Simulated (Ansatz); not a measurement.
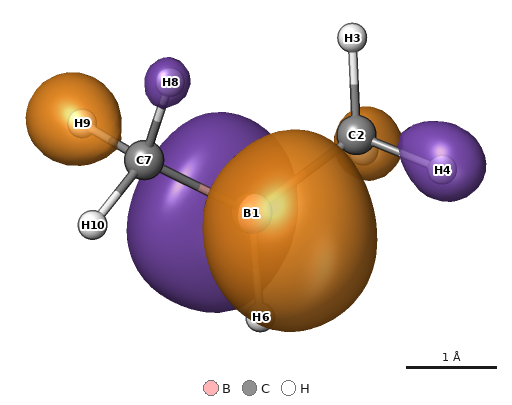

The picture shows: C$_{2}$H$_{7}$B. One frontier orbital at ±0.15 Å⁻³ᐟ² (orange and purple are the two phases), seen at a tilt.

Not at a stationary point (largest force 0.8 eV/Å).

All numbers below come from RKS PBE0-D4/def2-SVP in Ansatz.

```yaml
atoms:
  - { symbol: B, position_ang: [0.3288, 0.0992, -0.0740] }
  - { symbol: C, position_ang: [0.6654, -0.0428, 1.4629] }
  - { symbol: H, position_ang: [-0.1786, -0.2872, 2.1278] }
  - { symbol: H, position_ang: [1.4375, -0.8277, 1.5706] }
  - { symbol: H, position_ang: [1.1609, 0.8767, 1.8316] }
  - { symbol: H, position_ang: [1.2801, 0.3803, -0.7397] }
  - { symbol: C, position_ang: [-1.1030, -0.0624, -0.6738] }
  - { symbol: H, position_ang: [-1.7064, -0.8198, -0.1449] }
  - { symbol: H, position_ang: [-1.6109, 0.9050, -0.4645] }
  - { symbol: H, position_ang: [-1.1500, -0.2214, -1.7613] }
```

**Which orbital is it: HOMO or LUMO?**

The LUMO, at −0.55 eV. Its weight (Hirshfeld) is mainly on B1 (about 55 %), C7 (about 10 %), C2 (about 10 %) and H6 (about 5 %).
